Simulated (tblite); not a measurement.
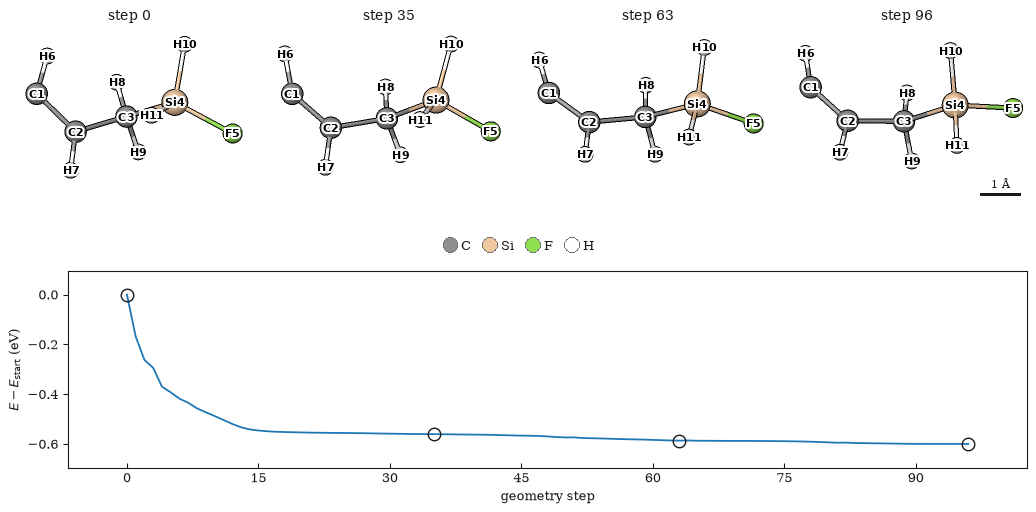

Frames of a relaxation of C$_{3}$H$_{6}$FSi (multiplicity 2), marked on the history of the run. The picture is a ball-and-stick view, seen at a tilt.

Theory: tblite, GFN2-xTB geometry optimisation, gas phase. 

What happens along the run?

After 96 geometry steps the energy has fallen by 0.600 eV. The largest move after the best rigid fit is that of H11, 1.05 Å. By element the largest moves are H 1.05 Å, F 0.79 Å, C 0.39 Å, Si 0.16 Å. Near-neighbour distances that change, for instance: C1–C2 1.362 → 1.290 Å, Si4–F5 1.651 → 1.614 Å, C3–Si4 1.870 → 1.900 Å, C1–H6 1.092 → 1.065 Å. Among the angles between lasting bonds that change: C2–C1–H6 114.9° → 139.0°, C1–C2–C3 116.4° → 125.8°, H10–Si4–H11 105.8° → 114.7°. Groups turn about C3–Si4 by about 50°. The run took 0.43 s on 1 thread of Intel(R) Xeon(R) 6975P-C (shared host). From step 0 to 35: H6 moves most (0.54 Å), energy −0.561 eV. From step 35 to 63: H6 moves most (0.56 Å), energy −0.026 eV. From step 63 to 96: F5 moves most (0.40 Å), energy −0.013 eV.

| step | E − E(0), eV |
| --- | --- |
| 0 | 0.0000 |
| 1 | -0.1681 |
| 2 | -0.2623 |
| 3 | -0.2944 |
| 4 | -0.3700 |
| 5 | -0.3926 |
| 6 | -0.4180 |
| 7 | -0.4344 |
| 8 | -0.4569 |
| 9 | -0.4726 |
| 10 | -0.4875 |
| 15 | -0.5458 |
| 19 | -0.5529 |
| 24 | -0.5555 |
| 28 | -0.5573 |
| 33 | -0.5600 |
| 37 | -0.5613 |
| 42 | -0.5636 |
| 46 | -0.5668 |
| 51 | -0.5734 |
| 55 | -0.5788 |
| 60 | -0.5834 |
| 64 | -0.5858 |
| 69 | -0.5875 |
| 73 | -0.5881 |
| 78 | -0.5908 |
| 82 | -0.5945 |
| 87 | -0.5980 |
| 91 | -0.5995 |
| 96 | -0.5998 |
